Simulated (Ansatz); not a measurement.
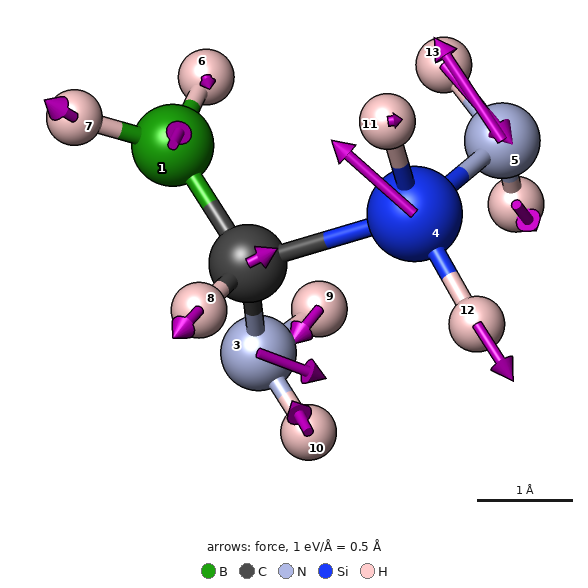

Starting geometry of CH9BN2Si (coarse preliminary run) with the computed forces as purple arrows. The picture is a ball-and-stick view, seen face on.

The start comes from a force field.

These are results of RKS PBE-D4/def2-SVP in Ansatz, not measurements. (force threshold 0.03 eV/Å; at most 200 steps)

Is this structure relaxed? If not, where do the atoms go?

It isn't relaxed: the largest force vector, on an N atom, is 2.65 eV/Å. The final displacements have little in common with the starting forces (cosine between the two patterns 0.04). The largest move after the best rigid fit is that of an H atom, 1.27 Å. By element the largest moves are H 1.27 Å, C 0.79 Å, Si 0.70 Å, B 0.69 Å, N 0.59 Å. Among the contacts that change: C–Si 1.952 → 2.794 Å, B–Si 2.866 → 2.028 Å, C–N 1.472 → 1.327 Å, H–Si 1.430 → 1.515 Å. New bonds form: B–Si (2.87 → 2.03 Å). Bonds break: C–Si (1.95 → 2.79 Å). Among the angles between lasting bonds that change: C–N–H 105.6° → 121.4°, B–C–N 110.4° → 125.5°, H–N–H 106.5° → 119.4°. The energy falls by 125.5 kJ/mol in 28 accepted moves (30 points after the start). The largest force component goes from 2.1 to 0.014 eV/Å. The line search rejected the trial steps at points 18, 24 of the run. Cost: 47 s on 4 threads of Arm Neoverse V1, with other jobs on the host.
